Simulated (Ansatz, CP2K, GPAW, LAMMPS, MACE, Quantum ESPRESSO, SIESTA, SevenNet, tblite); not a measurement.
## Amorphous Ge (61 atoms): one structure in several programs

Wanted: errors and costs of other methods on amorphous Ge (61 atoms). A plane-wave run serves as the reference.

Main program and level: Quantum ESPRESSO 7.5; Kohn-Sham DFT, PBE, SSSP efficiency 1.3.0 pseudopotentials, plane waves.

**1. Starting point**

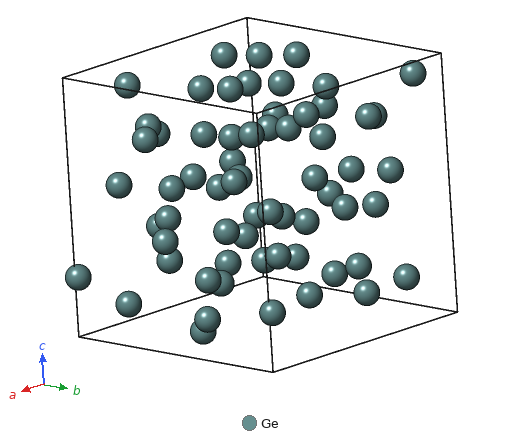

The cell as given, slightly off an axis (germanium teal). Some periodic images of atoms are drawn too.

The cell holds 61 atoms: 61 Ge. Its edges and angles: a = 11.099 Å, b = 11.099 Å, c = 11.099 Å, α = 90.0°, β = 90.0°, γ = 90.0°. 61 atoms (61 Ge) placed at random at 5.38 g/cm³, melted at 3500 K for 10 ps at fixed volume with the Tersoff potential (Tersoff, Phys. Rev. B 39, 5566 (1989)). Quenched from 3500 K to 100 K at 5 K/ps and fixed volume, held 5 ps, then minimised at fixed cell.

**2. The reference run**

File pw.in:

```
&control
  calculation = 'scf'
  pseudo_dir = './pseudo'
  outdir = './tmp'
  disk_io = 'none'
  tprnfor = .true.
  tstress = .true.
/
&system
  ibrav = 0
  nat = 61
  ntyp = 1
  ecutwfc = 45
  ecutrho = 360
  nosym = .true.
  occupations = 'smearing'
  smearing = 'fd'
  degauss = 0.003675
/
&electrons
  conv_thr = 3.0e-07
  electron_maxstep = 100
  mixing_beta = 0.2
  mixing_mode = 'local-TF'
  diagonalization = 'david'
/
ATOMIC_SPECIES
Ge 72.630 Ge.upf
CELL_PARAMETERS angstrom
11.09880 0.00000 0.00000
0.00000 11.09880 0.00000
0.00000 0.00000 11.09880
ATOMIC_POSITIONS crystal
Ge 0.34460 0.32374 0.87106
Ge 0.84723 0.10943 0.56535
Ge 0.69746 0.86081 0.35585
Ge 0.32014 0.76232 0.44658
Ge 0.57138 0.29699 0.89960
Ge 0.20730 0.83313 0.78402
Ge 0.51294 0.99647 0.67083
Ge 0.94202 0.47651 0.62482
Ge 0.77167 0.64577 0.99196
Ge 0.04339 0.88961 0.91670
Ge 0.62110 0.52926 0.37451
Ge 0.14597 0.12770 0.28819
[... 45 atom lines left out ...]
Ge 0.79148 0.48838 0.23707
Ge 0.19292 0.06704 0.49937
Ge 0.16645 0.86111 0.56840
Ge 0.97495 0.77935 0.50700
K_POINTS gamma
```

Run with:

```
$ OMP_NUM_THREADS=1 mpirun -np 4 pw.x -in pw.in > output.txt
```

Numbers of over 12 decimals in the logs are rounded to 6 here.

Log:

```text
Program PWSCF
     gamma-point specific algorithms are used
     one sub-group per band group will be used
     scalapack distributed-memory algorithm (size of sub-group:  2*  2 procs)
     Parallelization info
     sticks:   dense  smooth     PW     G-vecs:    dense   smooth      PW
     Min        3154    1575    394               266097    94066   11770
     Max        3158    1582    396               266102    94068   11776
     Sum       12621    6309   1581              1064395   376269   47089
     bravais-lattice index     =            0
     lattice parameter (alat)  =      20.9737  a.u.
     unit-cell volume          =    9226.2385 (a.u.)^3
     number of atoms/cell      =           61
     number of atomic types    =            1
     number of electrons       =       854.00
[... lines left out ...]
     scf convergence threshold =      3.0E-07
[... lines left out ...]
     number of k points=     1  Fermi-Dirac smearing, width (Ry)=  0.0037
[... lines left out ...]
     total energy              =  -13031.62924303 Ry
[... lines left out ...]
     total energy              =  -13031.40352666 Ry
[... lines left out ...]
     total energy              =  -13031.46832540 Ry
[... lines left out ...]
     total energy              =  -13031.47036617 Ry
[... lines left out ...]
     total energy              =  -13031.47036732 Ry
[... lines left out ...]
          k = 0.0000 0.0000 0.0000 ( 23545 PWs)   bands (ev):
   -16.5187 -16.4864 -16.4835 -16.4681 -16.4531 -16.4453 -16.4427 -16.4167
   -16.4090 -16.4061 -16.4043 -16.3944 -16.3890 -16.3835 -16.3824 -16.3803
   -16.3738 -16.3723 -16.3698 -16.3659 -16.3639 -16.3602 -16.3584 -16.3572
[...]
13.1864  13.2336  13.2596  13.3642  13.4323  13.4674  13.5223  13.5815
    13.6223  13.7306  13.7561  13.8613  13.8925  13.9228  13.9770  13.9917
     the Fermi energy is     8.2533 ev
!    total energy              =  -13031.47036911 Ry
     estimated scf accuracy    <       0.00000010 Ry
     smearing contrib. (-TS)   =      -0.01504160 Ry
     internal energy E=F+TS    =  -13031.45532751 Ry
     The total energy is F=E-TS. E is the sum of the following terms:
     one-electron contribution =   -8587.52043613 Ry
     hartree contribution      =    5090.26441735 Ry
     xc contribution           =   -3557.06487629 Ry
     ewald contribution        =   -5977.13443243 Ry
     convergence has been achieved in  11 iterations
     Forces acting on atoms (cartesian axes, Ry/au):
     atom    1 type  1   force =     0.00792588    0.01177134    0.00315824
     atom    2 type  1   force =     0.00511428   -0.01393344    0.01311019
     atom    3 type  1   force =    -0.01119404   -0.00348386   -0.01494778
[...]
atom   60 type  1   force =    -0.00669012    0.00993399   -0.00375488
     atom   61 type  1   force =     0.00270057    0.00282356    0.00528808
     Total force =     0.118160     Total SCF correction =     0.001943
     Computing stress (Cartesian axis) and pressure
          total   stress  (Ry/bohr**3)                   (kbar)     P=       52.13
   0.00033478  -0.00003377   0.00002337           49.25       -4.97        3.44
  -0.00003377   0.00041847  -0.00005987           -4.97       61.56       -8.81
   0.00002337  -0.00005987   0.00030981            3.44       -8.81       45.58
     Message from routine punch:
     Nothing written, as per user request (disk_io='none')
```

The job ended after 2.5 min (4 MPI ranks of Arm Neoverse V2, shared host; peak memory 4 GiB).

Banners, paths, timers and routine set-up lines are dropped from the logs unmarked, and long logs keep their key lines alone; longer cuts are marked.

Numbers from this run:

| Property | Result |
| --- | --- |
| r.m.s. force component | 0.2246 eV/Å |
| longest force | 0.8539 eV/Å |
| pressure | 5.213 GPa |

**3. The ladder**

The programs:
- CP2K 2026.2: Gaussian basis with GTH pseudopotentials and a plane-wave density; labels give functional, basis (MOLOPT sets; SR short-range, UZH the newer set with its own potentials), grid cutoff/relative cutoff and solver (OT: orbital transformation; TRS4, TC2, SIGN: linear-scaling purification with its sparsity filter), or its built-in tight binding.
- GPAW 26.7.0: PAW with atomic orbitals (LCAO), plane waves or a real-space grid of spacing h.
- MACE: machine-learned potential, published weights.
- Quantum ESPRESSO 7.5: plane waves; labels (QE) give functional, pseudopotential set and cutoffs of waves/density.
- SIESTA 5.4.2: numerical atomic orbitals, whose automatically made sets are far from complete, with PseudoDojo norm-conserving potentials that we converted to its format (checked against plane waves on the same files for H, C, O, Si, Ge and Ca alone); labels give functional, basis size, energy shift and mesh cutoff.
- SevenNet: machine-learned potential, published weights.
- tblite 0.8.0: extended tight binding, driven from Python.

All use the same cell and atoms; the electronic-structure runs use the same k-mesh, and an electronic temperature of 580 K (0.05 eV) where levels are smeared.

Differences are against the plane-wave reference, forces as r.m.s. over components; share is that over the reference's r.m.s. force, slope the least-squares factor from reference forces to these. Total energies of different programs have different zeros and aren't compared.

```
                                                                    run  Δ force, r.m.s. (meV/Å)  share (%)  slope  Δ pressure (GPa)  cores  CPU time  memory (GiB)
                                                              reference                        -          -      -                 -      4    10 min           4.0
            CP2K PBE+D3(BJ), DZVP-MOLOPT-SR, 350/50 Ry, diagonalisation                     27.9       12.4  1.024            -0.971      2      77 s           1.8
          CP2K PBE, DZVP-MOLOPT (SR for Ge), 350/50 Ry, diagonalisation                     23.8       10.6  1.022              1.16      2      76 s           1.8
                   CP2K PBE, DZVP-MOLOPT-SR, 350/50 Ry, diagonalisation                     23.8       10.6  1.022              1.16      2      76 s           1.8
                   CP2K PBE, DZVP-MOLOPT-SR, 350/70 Ry, diagonalisation                     23.8       10.6  1.022              1.16      2   1.8 min           1.8
         CP2K PBE, TZV2P-MOLOPT (SR for Ge), 350/50 Ry, diagonalisation                     17.5       7.81  1.029             0.808      4   1.9 min           3.5
CP2K PBEsol, PBE potentials, DZVP-MOLOPT-SR, 350/50 Ry, diagonalisation                     35.1       15.6  1.085             0.400      2      76 s           1.8
CP2K revPBE, PBE potentials, DZVP-MOLOPT-SR, 350/50 Ry, diagonalisation                     23.6       10.5  0.997              1.46      2      75 s           1.8
                                            GPAW PBE, LCAO dzp, h 0.2 Å                     47.4       21.1  1.121                 -      1   2.6 min           1.4
                      GPAW PBE, LCAO dzp, h 0.2 Å, other mixer settings                     47.6       21.2  1.121                 -      1   3.4 min           1.3
                               GPAW PBE, LCAO sz(dzp), h 0.2 Å (coarse)                      157       70.1  1.409                 -      1      48 s           1.0
                                           GPAW RPBE, LCAO dzp, h 0.2 Å                     62.4       27.8  1.158                 -      1   2.6 min           1.4
                                            MACE MP-0b2 small potential                      195       86.8  0.507             -1.90      1     5.1 s          0.67
                                            MACE MPA-0 medium potential                      164       73.1  0.620            -0.353      1     6.2 s          0.77
                        QE PBE+D3(BJ), sssp-1.3.0-efficiency, 45/360 Ry                     8.82       3.93  1.002             -2.15      4    10 min           4.0
                 QE PBE, sssp-1.3.0-efficiency, 45/360 Ry, rmm-davidson                    0.646      0.288  1.000             0.005      4   9.5 min           4.2
                            SIESTA PBE, TZP, shift 0.01 Ry, mesh 300 Ry                     92.0       41.0  1.178              1.82      2   6.6 min           1.8
                                                SevenNet l3i5 potential                      195       86.8  0.481             -1.03      1       7 s          0.95
                                                        tblite GFN1-xTB                      127       56.4  0.798              1.91      1     5.3 s          0.13
```

Rows marked coarse were listed beforehand as settings not expected to be converged; some can still land near the reference.

Times of the machine-learned potentials are mostly Python's start and the loading of weights.

CPU time is summed over cores on a shared host, where runs went side by side, so it is rough. Symmetry, cutoffs, thresholds, outputs and thread counts weren't matched or tuned between programs; memory under MPI is the largest rank's times the ranks.

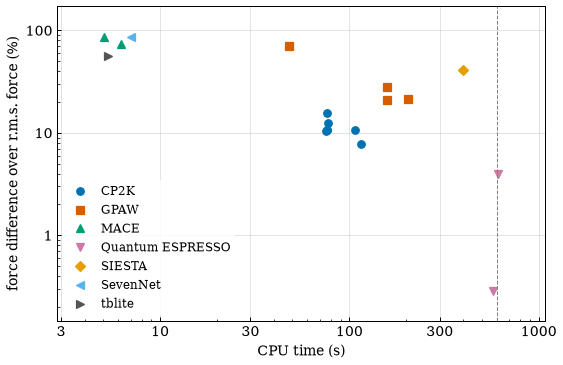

Force difference against CPU time; the dashed line marks the reference's time.

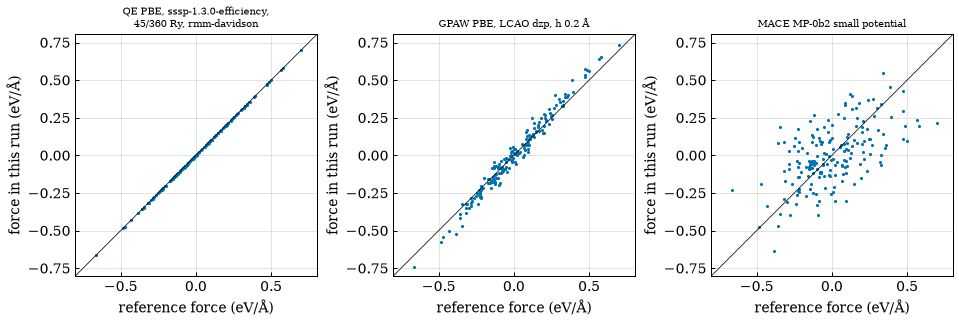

Force components against those of the reference; the line marks equality.

Runs without a result: CP2K GFN1-xTB, diagonalisation (not converged).

Within one program, basis, potentials and functional, energies share a zero. Each run against its twin at the usual cutoff or grid and solver:

```
                                                   run                                        twin  Δ energy (meV/atom)  Δ force, r.m.s. (meV/Å)  CPU time over the twin's
  CP2K PBE, DZVP-MOLOPT-SR, 350/70 Ry, diagonalisation  DZVP-MOLOPT-SR, 350/50 Ry, diagonalisation               3.0e-4                    0.039                       1.4
     GPAW PBE, LCAO dzp, h 0.2 Å, other mixer settings                           LCAO dzp, h 0.2 Å                    0                     1.78                       1.3
QE PBE, sssp-1.3.0-efficiency, 45/360 Ry, rmm-davidson            sssp-1.3.0-efficiency, 45/360 Ry                    0                    0.646                      0.94
```

**4. Summary of results**

```json
{"reference r.m.s. force component": "0.225 eV/Å", "nearest in forces": "QE PBE, sssp-1.3.0-efficiency, 45/360 Ry, rmm-davidson, 0.29 %", "farthest in forces": "a tie at 87 % of 2 runs: MACE MP-0b2 small potential; SevenNet l3i5 potential", "cheapest electronic-structure run beside the reference": "tblite GFN1-xTB, 5.3 s of CPU time"}
```

What this shows: With the reference's own potentials and cutoffs, another solver or threshold moves forces by 0.29 % (QE PBE, sssp-1.3.0-efficiency, 45/360 Ry, rmm-davidson). The PBE runs in local orbitals, coarse settings apart, differ by 7.8 % (CP2K PBE, TZV2P-MOLOPT (SR for Ge), 350/50 Ry, diagonalisation) to 41 % (SIESTA PBE, TZP, shift 0.01 Ry, mesh 300 Ry); basis, grid and potentials can all enter. Tight binding differs by 56 % (tblite GFN1-xTB); it is another model, with fitted parameters of its own, and the xTB methods hold dispersion. Machine-learned potentials differ by 73 % (MACE MPA-0 medium potential) to 87 % (MACE MP-0b2 small potential); they were trained on other programs' data. Among those trained on PBE data the slope goes as low as 0.48, with a correlation of 0.57, so directions differ as well as sizes. In the reference's own program, potentials and cutoffs, a change of model alone moves forces by 3.9 % (QE PBE+D3(BJ), sssp-1.3.0-efficiency, 45/360 Ry). Other rows with another functional or a dispersion term differ by 10 % (CP2K revPBE, PBE potentials, DZVP-MOLOPT-SR, 350/50 Ry, diagonalisation) to 28 % (GPAW RPBE, LCAO dzp, h 0.2 Å), which mixes the change of model with differences of basis and potentials, some of them made for another functional. Runs with settings chosen to be coarse differ by 70 % (GPAW PBE, LCAO sz(dzp), h 0.2 Å), their programs' other errors included. Of the electronic-structure runs that take under half the reference's CPU time, CP2K PBE, TZV2P-MOLOPT (SR for Ge), 350/50 Ry, diagonalisation comes nearest, at 7.8 % in 1.9 min against 10 min. GPAW PBE, LCAO dzp, h 0.2 Å stiffens the forces by a factor of 1.12 while following their directions (correlation 0.988); the slopes of the 4 GPAW runs lie between 1.12 and 1.41. In pressure, SIESTA PBE, TZP, shift 0.01 Ry, mesh 300 Ry misses by +1.8 GPa, at the same functional. In the reference: levels near the Fermi energy are neither full nor empty under the smearing, so no gap is quoted. Periodic xTB results under one method name differ between programs and library versions. The potentials hold different valence shells: 854 electrons in the reference, 244 in CP2K with DZVP-MOLOPT and 244 in GPAW; this bears on time and differences. GPAW's setups keep the filled d shell of Ge in the core. The reference's pressure holds the uncorrected Pulay stress of its 45 Ry basis, so small pressure differences, and their order, may be the reference's own error. Machine-learned potentials mimic data converged in k, so the reference's own k-point error enters their differences. The quench rate of 5 K/ps is many orders above laboratory rates, so the cell is likely richer in defects and strain than a real sample. The network of bonds at the start is that of the classical potential that made the cell, and needn't be the one that DFT or experiment would give. The reference's pressure of 5.2 GPa belongs to a cell and atoms that aren't relaxed at this level. The electronic-structure runs sample only Γ, in a cell whose shortest periodic width is 11 Å, which is coarse for a cell with partly filled levels.

[Also dropped from logs without a mark: logging warnings of Python, and SIESTA's first energy breakdown and zero terms.]

[Logs are printed without paths, hosts, clocks, repeated set-up lines and the standing remarks that a program may print on its own settings, such as how far it seeks lower states.]

[Hosts, paths, dates, database ids (printed as entryN), source tags and the programs' standing remarks are cut or masked in the printed files.]
